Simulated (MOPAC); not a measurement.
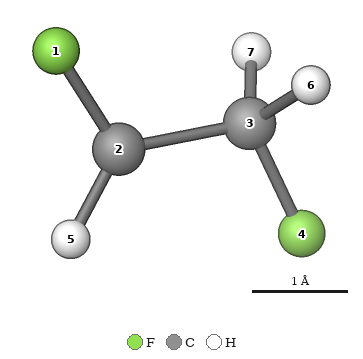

The structure as given in the input (ball-and-stick view, seen at a tilt; atoms are numbered from 1 in the order of the input).

C2H3F2: geometry relaxation (part 1 of 2)

The run: geometry relaxation of C2H3F2, multiplicity 4, SMILES F[CH]CF. Method and program: PM7, unrestricted, dispersion built in (MOPAC 23.2.5).

The starting geometry was optimised with PM7.

Input (mol.mop)
```
PM7 GNORM=0.1 QUARTET CHARGE=0 CYCLES=200 THREADS=1 AUX(PRECISION=6)
PM7 optimise

F -0.922838 1 1.493140 1 -0.564830 1
C -0.784378 1 0.227879 1 -0.246025 1
C 0.568362 1 -0.183646 1 0.182104 1
F 0.551957 1 -1.510670 1 0.478065 1
H -1.653599 1 -0.400792 1 -0.319441 1
H 0.907915 1 0.380773 1 1.091440 1
H 1.332592 1 -0.006706 1 -0.621302 1
```

Run on 1 thread of Arm Neoverse N1, 54 GiB of memory available, shared host.

Command:
```bash
mopac mol.mop
```

The program's output
```
MOPAC v23.2.5
PM7 CALCULATION RESULTS

 *  PM7        - The PM7 Hamiltonian to be used
 *  QUARTET    - SPIN STATE DEFINED AS A QUARTET
 *
 *
 *
 *                 CHARGE ON SYSTEM = 0
 *
 *
 *
 *  THREADS=1  - MULTI-THREADING NOT USED
 *  CYCLES=    - DO A MAXIMUM OF 200 STEPS
 *  GNORM      - EXIT WHEN GRADIENT NORM DROPS BELOW 0.100
 *  AUX        - OUTPUT AUXILIARY INFORMATION
PM7 GNORM=0.1 QUARTET CHARGE=0 CYCLES=200 THREADS=1 AUX(PRECISION=6)
 PM7 optimise

   ATOM   CHEMICAL          X               Y               Z
  NUMBER   SYMBOL      (ANGSTROMS)     (ANGSTROMS)     (ANGSTROMS)

     1       F         -0.92283800  *   1.49314000  *  -0.56483000  *
     2       C         -0.78437800  *   0.22787900  *  -0.24602500  *
     3       C          0.56836200  *  -0.18364600  *   0.18210400  *
     4       F          0.55195700  *  -1.51067000  *   0.47806500  *
     5       H         -1.65359900  *  -0.40079200  *  -0.31944100  *
     6       H          0.90791500  *   0.38077300  *   1.09144000  *
     7       H          1.33259200  *  -0.00670600  *  -0.62130200  *

          CARTESIAN COORDINATES

    NO.       ATOM           X           Y           Z

     1         F         -0.9228      1.4931     -0.5648
     2         C         -0.7844      0.2279     -0.2460
     3         C          0.5684     -0.1836      0.1821
     4         F          0.5520     -1.5107      0.4781
     5         H         -1.6536     -0.4008     -0.3194
     6         H          0.9079      0.3808      1.0914
     7         H          1.3326     -0.0067     -0.6213

           Empirical Formula: C2 H3 F2  =     7 atoms

      MOLECULAR POINT GROUP   :   Cs

 QUARTET STATE CALCULATION

          UHF CALCULATION, NO. OF ALPHA ELECTRONS =   14
                           NO. OF BETA  ELECTRONS =   11

          Geometry optimization using EF

          DIAGONAL MATRIX USED AS START HESSIAN
```

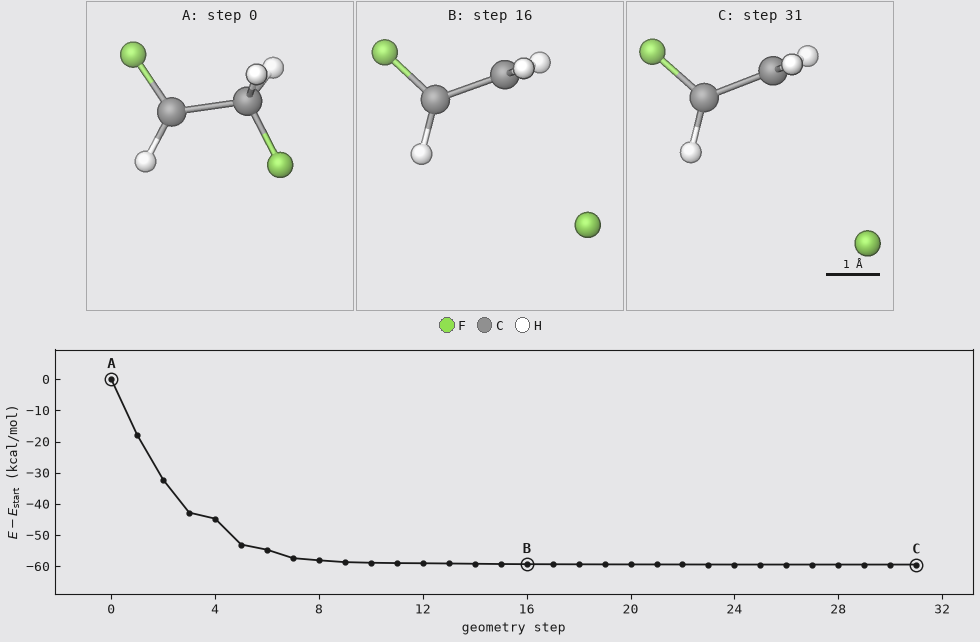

Frames of the relaxation (ball-and-stick view, seen at a tilt) above the curves, on which the letters mark them (steps are counted from 0).

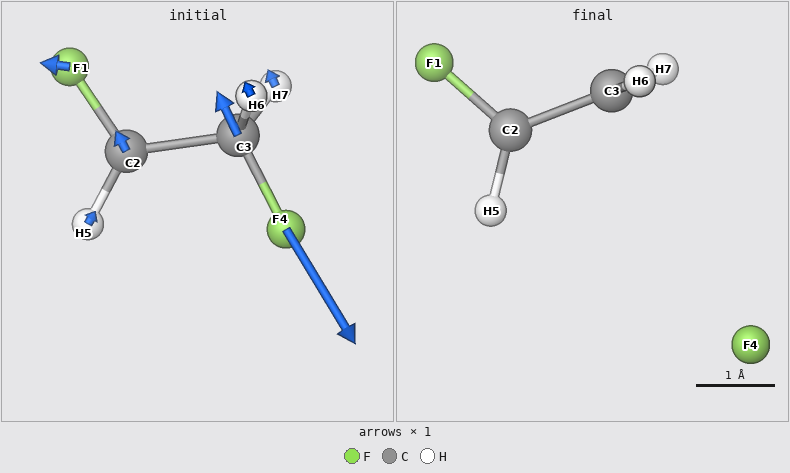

Before (left) and after (right) the relaxation, at one scale (ball-and-stick view, seen at a tilt). The blue arrows give the displacements, at true length. F4 moves most after the best rigid fit: 1.74 Å. By element the largest moves are F 1.74 Å, C 0.64 Å, H 0.25 Å. Distances before and after: C3–F4 1.360 → 3.736 Å, C2–C3 1.477 → 1.425 Å, C3–H6 1.123 → 1.071 Å. Bonds break: C3–F4 (1.36 → 3.74 Å). Among the angles that change: H6–C3–H7 107.1° → 117.4°, C2–C3–H6 111.8° → 121.3°. Over 31 geometry steps the energy falls by 59.5 kcal/mol. The largest force component goes from 4.8 to 0.0021 eV/Å. (Atoms are counted from 1 in the order of the input.)

```
 CYCLE:     1 TIME:   0.055 TIME LEFT:  2.00D  GRAD.:   164.794 HEAT:  83.26813
 CYCLE:     2 TIME:   0.000 TIME LEFT:  2.00D  GRAD.:   100.628 HEAT:  65.35631
 CYCLE:     3 TIME:   0.000 TIME LEFT:  2.00D  GRAD.:   183.570 HEAT:  51.02130
 CYCLE:     4 TIME:   0.008 TIME LEFT:  2.00D  GRAD.:   164.700 HEAT:  40.48895
 CYCLE:     5 TIME:   0.000 TIME LEFT:  2.00D  GRAD.:   228.788 HEAT:  38.53833
 CYCLE:     6 TIME:   0.000 TIME LEFT:  2.00D  GRAD.:   114.586 HEAT:  30.24532
 CYCLE:     7 TIME:   0.008 TIME LEFT:  2.00D  GRAD.:    86.885 HEAT:  28.57723
 CYCLE:     8 TIME:   0.000 TIME LEFT:  2.00D  GRAD.:    15.663 HEAT:  25.87261
 CYCLE:     9 TIME:   0.000 TIME LEFT:  2.00D  GRAD.:    13.140 HEAT:  25.17890
 CYCLE:    10 TIME:   0.000 TIME LEFT:  2.00D  GRAD.:    19.941 HEAT:  24.59808
 CYCLE:    11 TIME:   0.000 TIME LEFT:  2.00D  GRAD.:    12.709 HEAT:  24.39564
 CYCLE:    12 TIME:   0.008 TIME LEFT:  2.00D  GRAD.:     5.317 HEAT:  24.28458
 CYCLE:    13 TIME:   0.000 TIME LEFT:  2.00D  GRAD.:     4.769 HEAT:  24.23369
 CYCLE:    14 TIME:   0.000 TIME LEFT:  2.00D  GRAD.:     6.010 HEAT:  24.15697
 CYCLE:    15 TIME:   0.000 TIME LEFT:  2.00D  GRAD.:     5.971 HEAT:  24.07229
 CYCLE:    16 TIME:   0.008 TIME LEFT:  2.00D  GRAD.:     4.500 HEAT:  23.98590
 CYCLE:    17 TIME:   0.000 TIME LEFT:  2.00D  GRAD.:     3.569 HEAT:  23.94182
 CYCLE:    18 TIME:   0.000 TIME LEFT:  2.00D  GRAD.:     3.213 HEAT:  23.91718
 CYCLE:    19 TIME:   0.000 TIME LEFT:  2.00D  GRAD.:     2.815 HEAT:  23.89433
 CYCLE:    20 TIME:   0.000 TIME LEFT:  2.00D  GRAD.:     2.201 HEAT:  23.87488
 CYCLE:    21 TIME:   0.008 TIME LEFT:  2.00D  GRAD.:     1.759 HEAT:  23.86188
 CYCLE:    22 TIME:   0.000 TIME LEFT:  2.00D  GRAD.:     1.834 HEAT:  23.85300
 CYCLE:    23 TIME:   0.000 TIME LEFT:  2.00D  GRAD.:     2.154 HEAT:  23.84336
 CYCLE:    24 TIME:   0.000 TIME LEFT:  2.00D  GRAD.:     2.204 HEAT:  23.83162
 CYCLE:    25 TIME:   0.000 TIME LEFT:  2.00D  GRAD.:     1.329 HEAT:  23.82073
 CYCLE:    26 TIME:   0.008 TIME LEFT:  2.00D  GRAD.:     0.777 HEAT:  23.81828
 CYCLE:    27 TIME:   0.000 TIME LEFT:  2.00D  GRAD.:     0.708 HEAT:  23.81689
 CYCLE:    28 TIME:   0.000 TIME LEFT:  2.00D  GRAD.:     0.468 HEAT:  23.81630
 CYCLE:    29 TIME:   0.000 TIME LEFT:  2.00D  GRAD.:     0.318 HEAT:  23.81567
 CYCLE:    30 TIME:   0.000 TIME LEFT:  2.00D  GRAD.:     0.234 HEAT:  23.81545
 CYCLE:    31 TIME:   0.008 TIME LEFT:  2.00D  GRAD.:     0.143 HEAT:  23.81531
 CYCLE:    32 TIME:   0.000 TIME LEFT:  2.00D  GRAD.:     0.096 HEAT:  23.81523

     GRADIENT =  0.09605 IS LESS THAN CUTOFF =  0.10000

 -------------------------------------------------------------------------------
 PM7 GNORM=0.1 QUARTET CHARGE=0 CYCLES=200 THREADS=1 AUX(PRECISION=6)
 PM7 optimise

     GEOMETRY OPTIMISED USING EIGENVECTOR FOLLOWING (EF).
     SCF FIELD WAS ACHIEVED

                              PM7 CALCULATION

          FINAL HEAT OF FORMATION =         23.81523 KCAL/MOL =      99.64292 KJ/MOL

          COSMO AREA              =        111.29 SQUARE ANGSTROMS
          COSMO VOLUME            =         88.60 CUBIC ANGSTROMS

          GRADIENT NORM           =          0.09605          =       0.03630 PER ATOM
          IONIZATION POTENTIAL    =          9.312163 EV
          ALPHA SOMO LUMO (EV)    =         -9.312  3.375
          BETA  SOMO LUMO (EV)    =        -13.528 -3.491
          NO. OF ALPHA ELECTRONS  =         14
          NO. OF BETA  ELECTRONS  =         11
          MOLECULAR WEIGHT        =         65.0425         POINT GROUP:  Cs

          MOLECULAR DIMENSIONS (Angstroms)

            Atom       Atom       Distance
            F     4    F     1     5.48908
            H     5    H     7     2.87357
            H     6    H     5     1.73257

          SCF CALCULATIONS        =         34

          WALL-CLOCK TIME         =      0.117 SECONDS
          COMPUTATION TIME        =      0.120 SECONDS

   ATOM   CHEMICAL          X               Y               Z
  NUMBER   SYMBOL      (ANGSTROMS)     (ANGSTROMS)     (ANGSTROMS)

     1       F         -1.26381158  *   1.81395131  *  -0.70490382  *
     2       C         -0.76660395  *   0.64820936  *  -0.35129988  *
     3       C          0.61184272  *   0.60272217  *   0.00754302  *
     4       F          0.78168317  *  -3.02366294  *   0.88990153  *
     5       H         -1.44185030  *  -0.19179081  *  -0.35755776  *
     6       H          0.92871523  *   0.75792628  *   1.01889470  *
     7       H          1.37157842  *   0.41749515  *  -0.72450902  *

                             CARTESIAN COORDINATES

   1    F       -1.263811575     1.813951312    -0.704903825
   2    C       -0.766603946     0.648209356    -0.351299881
   3    C        0.611842720     0.602722169     0.007543016
   4    F        0.781683166    -3.023662942     0.889901527
   5    H       -1.441850299    -0.191790813    -0.357557762
   6    H        0.928715226     0.757926285     1.018894700
   7    H        1.371578424     0.417495149    -0.724509025

           Empirical Formula: C2 H3 F2  =     7 atoms

      MOLECULAR POINT GROUP   :   Cs

          ALPHA EIGENVALUES
 -42.54163 -41.19326 -26.29791 -21.02813 -17.39151 -16.80269 -16.38282 -15.81462
 -15.81362 -15.05829 -13.78206 -12.67955 -10.20074  -9.31216   3.37462   4.20422
   5.32283   5.55070   5.78450

           BETA EIGENVALUES
 -41.00818 -39.63545 -25.75642 -20.55571 -17.38201 -17.38050 -17.22169 -16.47984
 -16.09576 -14.56744 -13.52756  -3.49065  -0.24818   0.42138   3.93328   4.81475
   5.59375   5.86028   6.14312

              NET ATOMIC CHARGES AND DIPOLE CONTRIBUTIONS

  ATOM NO.   TYPE          CHARGE      No. of ELECS.   s-Pop       p-Pop
    1          F          -0.153671        7.1537     1.96449     5.18919
    2          C          -0.044474        4.0445     1.13421     2.91027
    3          C          -0.286867        4.2869     1.12217     3.16470
    4          F           0.000002        7.0000     2.00000     5.00000
    5          H           0.164596        0.8354     0.83540
    6          H           0.160188        0.8398     0.83981
    7          H           0.160226        0.8398     0.83977
 DIPOLE           X         Y         Z       TOTAL
 POINT-CHG.     0.884    -1.555     0.529     1.865
 HYBRID        -0.094     0.325    -0.086     0.349
 SUM            0.790    -1.230     0.442     1.527

          ATOMIC ORBITAL ELECTRON POPULATIONS

     Atom    s        px        py        pz
    1  F   1.96449   1.87757   1.41215   1.89947
    2  C   1.13421   0.97851   0.87391   1.05785
    3  C   1.12217   1.03243   1.00640   1.12587
    4  F   2.00000   1.95534   1.94642   1.09824
    5  H   0.83540
    6  H   0.83981
    7  H   0.83977

                    (SZ)    =    1.500000
                    (S**2)  =    3.751459

          ATOMIC ORBITAL SPIN POPULATIONS

    Atom   Total    s     px     py     pz
         Atomic
    1  F  0.0626  0.001  0.006  0.009  0.047
    2  C  0.9426  0.019  0.059  0.042  0.822
    3  C  1.0047  0.017  0.015  0.924  0.049
    4  F  1.0000  0.000  0.045  0.054  0.902
    5  H -0.0099 -0.010
    6  H  0.0001  0.000
    7  H  0.0000  0.000

 *                    *
 * JOB ENDED NORMALLY *
 *                    *

 TOTAL JOB TIME:             0.12 SECONDS

 == MOPAC DONE ==
```

Trajectory as extended XYZ (Å, eV, eV/Å), 30 of the 32 frames kept, from step=0 to step=31
```
7
Properties=species:S:1:pos:R:3:forces:R:3 step=0 energy=3.61085
F    -0.9228    1.4931   -0.5648   -0.0643   0.1436  -0.0509
C    -0.7844    0.2279   -0.2460    0.2101  -0.2360   0.1314
C     0.5684   -0.1836    0.1821   -1.4266   4.6673  -1.4689
F     0.5520   -1.5107    0.4781    0.1953  -4.7855   1.1424
H    -1.6536   -0.4008   -0.3194    0.0085   0.0669  -0.0173
H     0.9079    0.3808    1.0914    0.5845   0.0316  -0.0483
H     1.3326   -0.0067   -0.6213    0.4923   0.1120   0.3115
7
Properties=species:S:1:pos:R:3:forces:R:3 step=1 energy=2.83412
F    -0.9243    1.5044   -0.5613   -0.5684   0.0790  -0.1513
C    -0.7782    0.2260   -0.2466   -1.3550   0.8696  -0.5698
C     0.5458   -0.0462    0.1250    1.6636   1.9660   0.7289
F     0.5618   -1.6326    0.5174    0.0544  -2.7910   0.6617
H    -1.6520   -0.3989   -0.3266    0.1239   0.0330   0.0296
H     0.9167    0.3832    1.0937   -0.1618  -0.1660  -0.3889
H     1.3425    0.0017   -0.6033    0.2434   0.0095  -0.3102
7
Properties=species:S:1:pos:R:3:forces:R:3 step=2 energy=2.21249
F    -0.9499    1.5152   -0.5701   -1.3424   3.0468  -1.0298
C    -0.8180    0.2786   -0.2942    2.5903  -2.2565   1.4678
C     0.5902    0.1146    0.1631   -1.4169   0.6724  -4.3415
F     0.5794   -1.8139    0.5572   -0.0576  -2.4798   0.5184
H    -1.6485   -0.3951   -0.3033    0.1194   0.0105  -0.0263
H     0.9220    0.3792    1.0296    0.8319   0.8608   2.6338
H     1.3524    0.0051   -0.6639   -0.7248   0.1458   0.7776
7
Properties=species:S:1:pos:R:3:forces:R:3 step=3 energy=1.75577
F    -1.0199    1.6163   -0.6127   -0.7699  -2.4653   0.2994
C    -0.8455    0.2959   -0.2965    4.1189   3.6500   0.4483
C     0.6590    0.3080    0.1006   -3.2052  -1.3865  -0.7529
F     0.6121   -2.0903    0.6281   -0.0190  -0.5000   0.1015
H    -1.6364   -0.3976   -0.3014    0.0984   0.0307   0.0076
H     0.9248    0.3948    1.1410   -0.0458   0.2526  -0.5257
H     1.3569    0.0256   -0.6768   -0.1774   0.4185   0.4217
7
Properties=species:S:1:pos:R:3:forces:R:3 step=4 energy=1.67118
F    -1.0583    1.5801   -0.6166   -2.1380   5.4853  -1.7228
C    -0.7793    0.4213   -0.2820    0.9398  -6.1293   1.4390
C     0.6276    0.3070    0.0483   -1.0021  -0.4201   2.7865
F     0.6232   -2.1632    0.6485   -0.0141  -0.3342   0.0703
H    -1.6289   -0.3999   -0.3244    1.8644   1.5243   0.1640
H     0.9183    0.4123    1.1705   -0.4310  -0.0244  -2.0162
H     1.3545    0.0550   -0.6245    0.7810  -0.1017  -0.7208
7
Properties=species:S:1:pos:R:3:forces:R:3 step=5 energy=1.31156
F    -1.0826    1.6224   -0.6479   -0.0386  -0.9833   0.2867
C    -0.7350    0.3885   -0.2496   -3.6808   0.5049  -1.2253
C     0.5989    0.2802    0.0874    1.7956  -0.5308   0.4597
F     0.6296   -2.1651    0.6419   -0.0081  -0.3709   0.0765
H    -1.6105   -0.3764   -0.3180    1.7191   1.1779   0.2147
H     0.9173    0.4156    1.0997    0.1992   0.1231   0.1536
H     1.3603    0.0585   -0.6422    0.0137   0.0791   0.0342
```
